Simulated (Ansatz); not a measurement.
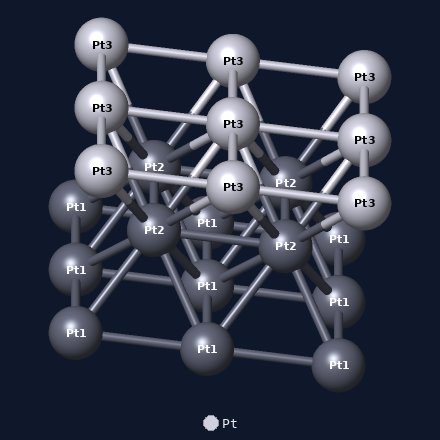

The system is Cl on a Pt(100) slab cut from the Fm-3m phase, its upper half relaxed before the scan (3 atoms of substrate and one adsorbate in a 1 × 1 cell); the picture shows it without the atoms that are moved over the map. Cl is moved over the surface cell; relaxed at each place: the height of the adsorbate's atoms and the top layer of the substrate; the origin of the map has the adsorbate above Pt3. Places are given modulo a cell vector. The map is drawn in real space over the plane of the surface. The grid has 6 × 6 points; 12 points were computed and 24 follow by symmetry. Energies: eV, counted from the lowest grid point. With one adsorbate in each 1 × 1 cell, its nearest image is 2.8 Å away, so neighbouring adsorbates interact. The calculation used Ansatz, DFT PBE, scalar-relativistic, plane waves, PAW. Settings: cutoff 420 eV, k-mesh 9×9×1, gaussian smearing 0.1 eV, no spin polarisation.

Range: position of Cl4 along the first surface vector from 0.000 to 0.833; position of Cl4 along the second surface vector from 0.000 to 0.833.

**What landscape does the calculation give?**

The lowest grid point is at the top site over a surface Pt atom, (0/6, 0/6) of the cell vectors. The highest grid point, a fourfold hollow over a second-layer Pt atom, (3/6, 3/6) of the cell vectors, lies 0.630 eV above the lowest. At the lowest point the adsorbate has 1 Pt at 2.27 Å as nearest neighbours, at the highest 4 Pt at 2.82 Å. Its relaxed height above the top atom is 2.35 Å at the lowest and 2.02 Å at the highest point.

| second ↓, first → | 0/6 | 1/6 | 2/6 | 3/6 | 4/6 | 5/6 |
| --- | --- | --- | --- | --- | --- | --- |
| 5/6 | 0.073 | 0.151 | 0.292 | 0.256 | 0.292 | 0.151 |
| 4/6 | 0.215 | 0.292 | 0.485 | 0.209 | 0.485 | 0.292 |
| 3/6 | 0.200 | 0.256 | 0.209 | 0.630 | 0.209 | 0.256 |
| 2/6 | 0.215 | 0.292 | 0.485 | 0.209 | 0.485 | 0.292 |
| 1/6 | 0.073 | 0.151 | 0.292 | 0.256 | 0.292 | 0.151 |
| 0/6 | 0.000 | 0.073 | 0.215 | 0.200 | 0.215 | 0.073 |

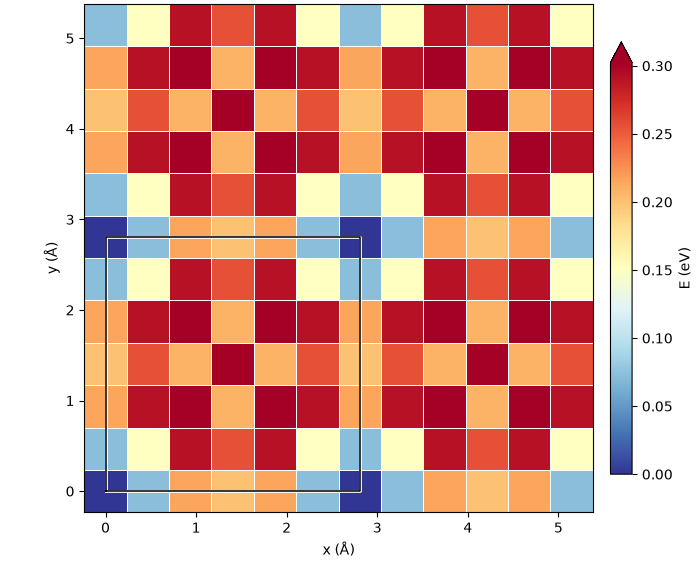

The picture shows one coloured cell a grid point, the outline of one cell of the 2 × 2 shown, one colour for all values above the top of the scale.

Each point was launched as `ansatz run input.yaml --threads 1 --pin off --max-ram 3072MiB --backend cpu --events-out ev --progress --plain --runs-dir out`. The whole map (12 points run) took 21 min on 1 thread of Arm Neoverse V1 (shared host).

PAW datasets: the set soft_1.
